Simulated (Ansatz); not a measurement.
# Run report: CH₇B₂GaO, single-point calculation

The run: single-point calculation of CH₇B₂GaO. Method and program: RKS HSE06/def2-TZVPP (Ansatz 0.2.0).

The geometry comes from this level: PBE0-D4/def2-TZVP. Figures and captions count atoms from 1; the log counts them from 0 in places.

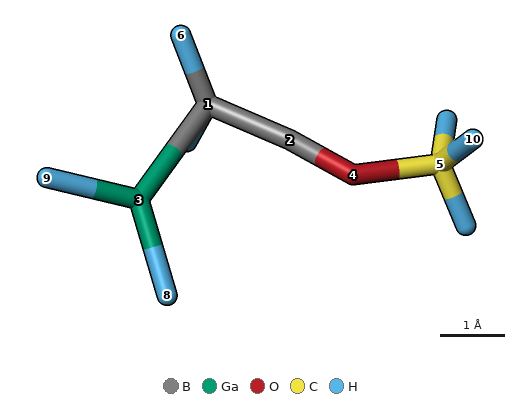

**Figure 1.** The structure (stick view, seen at a tilt; atoms are numbered from 1 in the order of the input). Sticks mark near contacts.

Summary:

```csv
quantity,value
outcome,converged
total energy,−56917.1709 eV
SCF solution under orbital rotations,stable
largest force (length of the vector),0.029 eV/Å
dipole moment,4.41 D
hardware,"4 threads of Arm Neoverse V1, 23 GiB of memory available, shared host"
wall time,6 s (CPU time 23 s)
peak memory,0.87 GiB
```

Input file:
```yaml
crystal:
  periodic: [false, false, false]
  atoms:
    - {symbol: B, position_ang: [-0.934143, 0.979376, 0.899934]}
    - {symbol: B, position_ang: [0.015251, 0.311679, -0.127508]}
    - {symbol: Ga, position_ang: [-0.396597, -0.520152, 2.305688]}
    - {symbol: O, position_ang: [0.852981, -0.332303, -0.875609]}
    - {symbol: C, position_ang: [0.955401, -0.215134, -2.296452]}
    - {symbol: H, position_ang: [-0.763295, 2.078724, 1.335819]}
    - {symbol: H, position_ang: [-2.042041, 0.467085, 0.922701]}
    - {symbol: H, position_ang: [-0.328512, -2.060477, 1.946834]}
    - {symbol: H, position_ang: [-0.329797, -0.122751, 3.829178]}
    - {symbol: H, position_ang: [1.971756, 0.095171, -2.534621]}
    - {symbol: H, position_ang: [0.239926, 0.514193, -2.677648]}
    - {symbol: H, position_ang: [0.759080, -1.195431, -2.728315]}
basis:
  gaussian: {orbitals: def2-TZVPP}
hamiltonian: {xc: {name: HSE06}}
output: {forces: true}
```

Run as:
```bash
ansatz run in.yaml --threads 4 --pin off --events-out ev --progress --plain --max-ram 10444MiB
```

The program's output:
```
Functional definition: HSE06
  name "HSE06"
  cite "Heyd, Scuseria & Ernzerhof, J. Chem. Phys. 118, 8207 (2003) doi:10.1063/1.1564060"
  cite "Krukau, Vydrov, Izmaylov & Scuseria, J. Chem. Phys. 125, 224106 (2006) doi:10.1063/1.2404663"
  cite "Heyd & Scuseria, J. Chem. Phys. 120, 7274 (2004) doi:10.1063/1.1668634"
  cite "Ernzerhof & Perdew, J. Chem. Phys. 109, 3313 (1998) doi:10.1063/1.476928"
  cite "Perdew, Burke & Ernzerhof, Phys. Rev. Lett. 77, 3865 (1996) doi:10.1103/PhysRevLett.77.3865"
  parent pbe
  parameter a = 0.25
  parameter omega = 0.11/bohr
  # The whole range is PBE's own exchange, as in plane waves. The composition of these papers is wPBEh.
  exchange = pbe_x - a*pbe_x_sr(omega) + a*exact_x_sr(omega)
  correlation = pbe_c
1495 factors; their error is unknown
134 factors; integrals over basis functions are off by at most 4.7e-7 eV
mean field evaluation 1: about -56908.7867 eV, gradient 6.1e1 eV
mean field evaluation 2: about -56905.0231 eV, gradient 7.3e1 eV
mean field evaluation 4: about -56916.9211 eV, gradient 5.2e0 eV
mean field evaluation 8: about -56917.1707 eV, gradient 3.8e-1 eV
mean field evaluation 16: about -56917.1709 eV, gradient 3.0e-5 eV
mean field -56917.17085843 eV, -2091.6674492034 hartree, gradient 3.0e-5 eV, S^2 0.000000; 0 other end points of the search recorded, 0 dependent functions left out
the calculation of the forces begins
reference -56917.17091174 eV, -2091.6674511625 hartree; 31, 31 occupied and 239, 239 virtual orbitals, 1495 factors
Total energy: -56917.17091174 eV, -2091.6674511625 hartree
Atom 0 at    -0.934143     0.979376     0.899934 Å, force    -0.019795     0.019272     0.009004 eV/Å
Atom 1 at     0.015251     0.311679    -0.127508 Å, force    -0.013293     0.001687     0.008348 eV/Å
Atom 2 at    -0.396597    -0.520152     2.305688 Å, force     0.001154    -0.014474     0.017130 eV/Å
Atom 3 at     0.852981    -0.332303    -0.875609 Å, force     0.013081    -0.004646    -0.011648 eV/Å
Atom 4 at     0.955401    -0.215134    -2.296452 Å, force     0.005510     0.000852    -0.028380 eV/Å
Atom 5 at    -0.763295     2.078724     1.335819 Å, force    -0.003904    -0.016520    -0.006543 eV/Å
Atom 6 at    -2.042041     0.467085     0.922701 Å, force     0.013840     0.013522    -0.001171 eV/Å
Atom 7 at    -0.328512    -2.060477     1.946834 Å, force     0.001437     0.009193     0.006664 eV/Å
Atom 8 at    -0.329797    -0.122751     3.829178 Å, force     0.000353    -0.005326    -0.008046 eV/Å
Atom 9 at     1.971756     0.095171    -2.534621 Å, force    -0.020840    -0.007323     0.002297 eV/Å
Atom 10 at     0.239926     0.514193    -2.677648 Å, force     0.016676    -0.016560     0.005957 eV/Å
Atom 11 at     0.759080    -1.195431    -2.728315 Å, force     0.005782     0.020322     0.006389 eV/Å
Dipole moment:     0.379006    -0.129341    -0.825255 e Å
```
